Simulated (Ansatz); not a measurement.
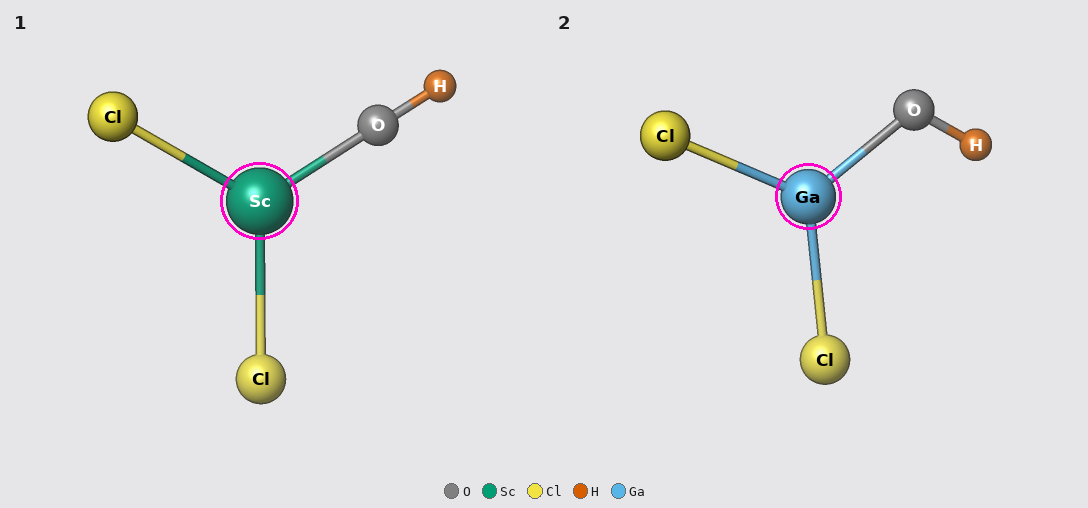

2 molecules with one skeleton, seen from the same side and at one scale; the atom that differs is circled. Charge 0, singlet. Computed geometries: PBE0-D4/def2-TZVP optimisations, one conformation each. Properties computed with Ansatz 0.2.0.

One atom differs, called X below: Sc in panel 1, Ga in panel 2. Their formulas are Cl2HOSc (`[OH][Sc]([Cl])[Cl]`), Cl2GaHO (`[OH][Ga]([Cl])[Cl]`).

### In which is the mean length of X–Cl larger (PBE0-D4/def2-TZVP)?

In panel 1 (X = Sc).

### In which is the dipole moment larger (r2SCAN-D4/def2-TZVPP)?

In panel 1 (X = Sc).

Give the values. With PBE0-D4/def2-TZVP: mean length of X–Cl (Å), length of X–O (Å), mean angle O–X–Cl (°). With ωB97M-V/def2-SVP: HOMO energy (Kohn–Sham orbital) (eV), HOMO–LUMO gap (eV). With r2SCAN-D4/def2-TZVPP: dipole moment (D).

```json
{"quantity": "mean length of X–Cl (Å)", "1 (Sc)": "2.296", "2 (Ga)": "2.116", "2 − 1": "−0.180"}
{"quantity": "length of X–O (Å)", "1 (Sc)": "1.826", "2 (Ga)": "1.765", "2 − 1": "−0.061"}
{"quantity": "mean angle O–X–Cl (°)", "1 (Sc)": "119.3", "2 (Ga)": "119.7", "2 − 1": "+0.4"}
{"quantity": "HOMO energy (Kohn–Sham orbital) (eV)", "1 (Sc)": "−10.73", "2 (Ga)": "−11.45", "2 − 1": "−0.72"}
{"quantity": "HOMO–LUMO gap (eV)", "1 (Sc)": "10.07", "2 (Ga)": "12.06", "2 − 1": "+1.99"}
{"quantity": "dipole moment (D)", "1 (Sc)": "3.07", "2 (Ga)": "1.44", "2 − 1": "−1.63"}
```
